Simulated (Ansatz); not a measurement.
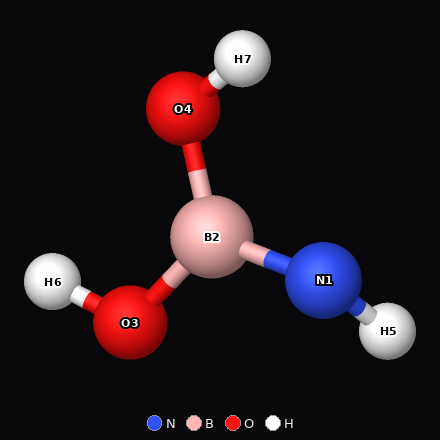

The system is BH3NO2, SMILES [NH]B(O)O, spin multiplicity 2; the picture shows the reference structure. 
- First axis: dihedral N1–B2–O4–H7. Second axis: dihedral N1–B2–O3–H6.
- Nothing is relaxed (all other coordinates rigid).
- The grid has 10 × 10 points.
- Points are written as (first, second).
- Energies are in kJ/mol, from the relaxed molecule at the same level.
- Theory: Ansatz 0.2.0, UKS PBE-D4/def2-TZVP.

Its coordinates:

```xyz
7

N    -1.3047    0.5460   -0.1840
B    -0.0042   -0.0546    0.0756
O     0.4501   -0.2068    1.3638
O     0.7446   -0.5537   -0.9754
H    -1.4049    1.5156    0.1459
H     1.2442   -0.7682    1.3969
H     0.2750   -0.4782   -1.8228
```

Range: dihedral N1–B2–O4–H7 from −180 to 144°; dihedral N1–B2–O3–H6 from −180 to 144°.

> What will the energy surface look like?

The lowest grid point is at (0°, −180°), 1.2 kJ/mol from the relaxed molecule at the same level. Higher local minima lie near (0°, 0°) (6 kJ/mol above the lowest at that grid point); (−180°, 0°) (7 kJ/mol above the lowest at that grid point); (−180°, 144°) (25 kJ/mol above the lowest at that grid point). The highest grid point, (108°, −108°), lies 81 kJ/mol above the lowest. On the interpolated surface the easiest way out of the lowest well to the well at (0°, 0°) passes a barrier of about 30 kJ/mol, counted from the interpolated bottom of the well. Round the minimum the two coordinates are weakly coupled (coupling −0.07 in units of the two stiffnesses).

| dihedral N1–B2–O3–H6 ↓, dihedral N1–B2–O4–H7 → | −180 | −144 | −108 | −72 | −36 | 0 | 36 | 72 | 108 | 144 |
| --- | --- | --- | --- | --- | --- | --- | --- | --- | --- | --- |
| 144 | 26 | 38 | 50 | 41 | 17 | 6 | 20 | 42 | 45 | 31 |
| 108 | 35 | 49 | 69 | 64 | 38 | 24 | 38 | 62 | 64 | 45 |
| 72 | 34 | 46 | 71 | 72 | 48 | 30 | 41 | 66 | 70 | 49 |
| 36 | 18 | 28 | 51 | 55 | 34 | 18 | 27 | 48 | 52 | 33 |
| 0 | 8 | 18 | 37 | 37 | 18 | 7 | 18 | 37 | 39 | 20 |
| −36 | 16 | 27 | 46 | 43 | 22 | 14 | 30 | 51 | 49 | 28 |
| −72 | 35 | 46 | 67 | 65 | 41 | 31 | 49 | 74 | 74 | 50 |
| −108 | 45 | 53 | 74 | 72 | 49 | 35 | 51 | 78 | 82 | 61 |
| −144 | 37 | 42 | 57 | 54 | 31 | 18 | 31 | 55 | 63 | 50 |
| −180 | 26 | 32 | 41 | 34 | 12 | 1 | 14 | 35 | 42 | 32 |

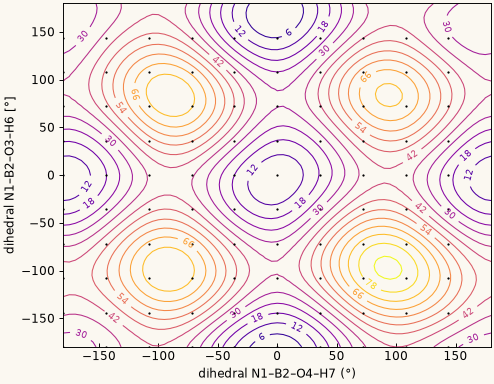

Drawn: contour lines labelled in kJ/mol, dots at the grid points. Between grid points the surface is interpolated.

Each point was launched as `ansatz run input.yaml --threads 1 --pin off --max-ram 2560MiB --backend cpu --events-out ev --progress --plain --runs-dir out`. The whole map (100 points run) took 9.3 min on 1 thread of Arm Neoverse V2, on a shared host.
